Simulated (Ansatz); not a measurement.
# GeH₂NO (SMILES N[O+]=[Ge]) (charge +1): what the fields show

Input file:

```
crystal:
  periodic: [false, false, false]
  atoms:
    - symbol: Ge
      position_ang: [0.111337, -0.330225, 1.647638]
    - symbol: "N"
      position_ang: [0.826754, 0.035362, -1.345639]
    - symbol: O
      position_ang: [0.369058, 0.002587, -0.026576]
    - symbol: H
      position_ang: [0.017105, -0.209351, -1.941945]
    - symbol: H
      position_ang: [1.112167, 1.012589, -1.531548]
basis:
  gaussian:
    orbitals: def2-TZVPD
total_charge: 1
hamiltonian:
  xc: {name: PBE0}
output: {forces: true, orbitals: {seedname: orbitals}}
```

Run with:

```sh
ansatz run input.yaml --threads 1 --pin off --max-ram 2610MiB --events-out events.jsonl --progress --plain --runs-dir runs
```

Geometry: BLYP-D3(BJ)/def2-SVP.

The calculation used isolated molecule in a Gaussian basis; Kohn-Sham density functional theory, functional PBE0 (Ansatz).

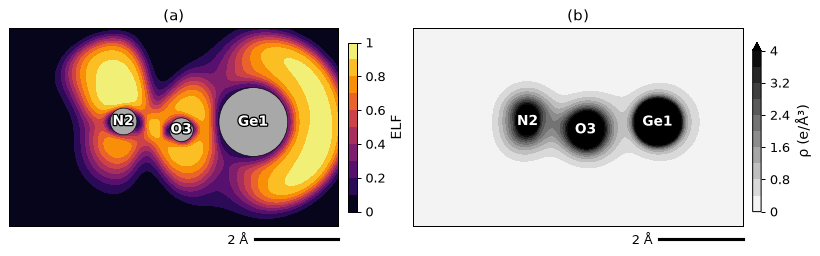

Figure 1. (a) ELF; (b) total electron density on the plane of atoms Ge1, O3 and N2. Grey discs cover the atomic cores in the ELF map.

> Interpret the plot.

- Atoms in the plane: Ge, N and O.
- N–O (1.40 Å): ρ is about 2.1 e/Å³ halfway; the ELF peaks at about 0.80 between the atoms; a shared electron pair.
- Ge–O (1.73 Å): ρ at the midpoint is about 0.98 e/Å³; the ELF peaks at about 0.80 in the valence shell of O, 0.5 Å from its nucleus, and is about 0.20 at the midpoint.
- The ELF also peaks beside O3 and N2, away from the bonds: lone-pair regions.

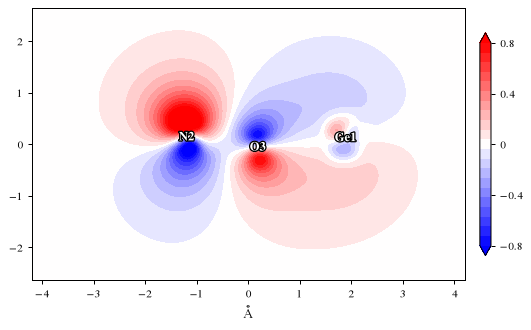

Figure 2. The HOMO on the plane of atoms Ge1, O3 and N2 (values in Å⁻³ᐟ²; the overall sign is arbitrary).

> What is the character of this orbital?

It lies mainly on N2 (about 60 %), O3 (about 20 %) and Ge1 (about 15 %). Its energy is −12.78 eV.

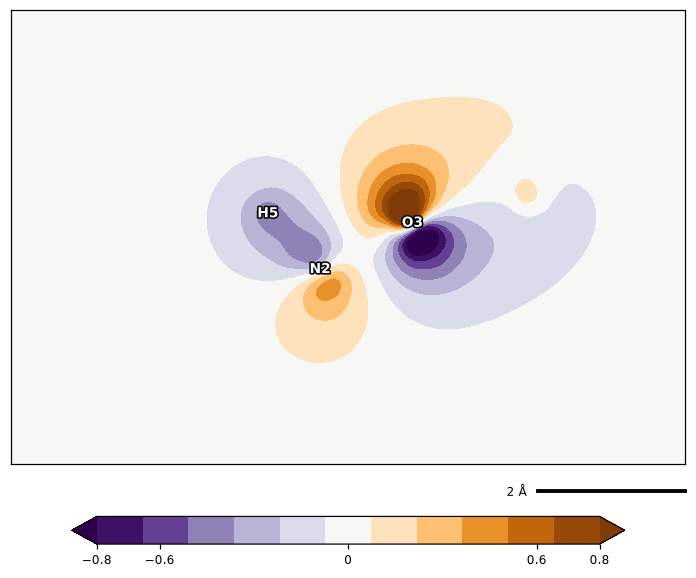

Figure 3. The HOMO−1 on the plane of atoms O3, N2 and H5 (values in Å⁻³ᐟ²; the overall sign is arbitrary).

> Describe this orbital and give its energy.

Its weight (Hirshfeld) is mainly on O3 (about 60 %), N2 (about 15 %) and Ge1 (about 15 %). Its energy is −15.63 eV.
